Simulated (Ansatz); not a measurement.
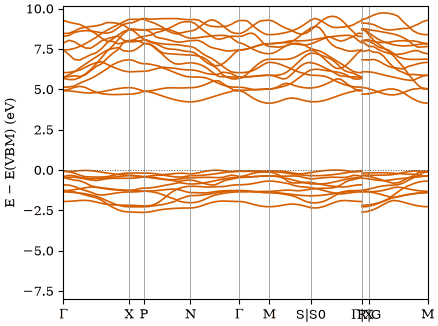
Figure. Band structure from DFT-r²SCAN in the program Ansatz with PAW potentials

The gap is 4.14 eV; an edge lies off the plotted path or next to a special point (maximum off the standard path, minimum at M).

### Question
Pick the material that matches.
A. Ba2YHO3, I4mm (Pearson symbol tI14)
B. SrTiO3, I4/mcm (Sr on 4b, Ti on 4c, O on 8h, O on 4a)
C. Sr3Sn2O7, I4/mmm (Pearson symbol tI24)

### Answer
A, Ba2YHO3, I4mm (Pearson symbol tI14)

The start of the workflow was typed in or built on a structure type; neither database checked (COD, Materials Project) lists it. Its standing as an ambient phase is unchecked. The r²SCAN relaxation kept the symmetry of its start; whether a distortion lowers the energy is not shown. No spin polarisation was allowed. Spin–orbit coupling is left out wherever it is not named.

Potentials: the earlier of the program's two PAW sets. The files were generated under PBE; for other functionals the program regenerates the frozen cores, and for LDA and PBEsol the local potential too.
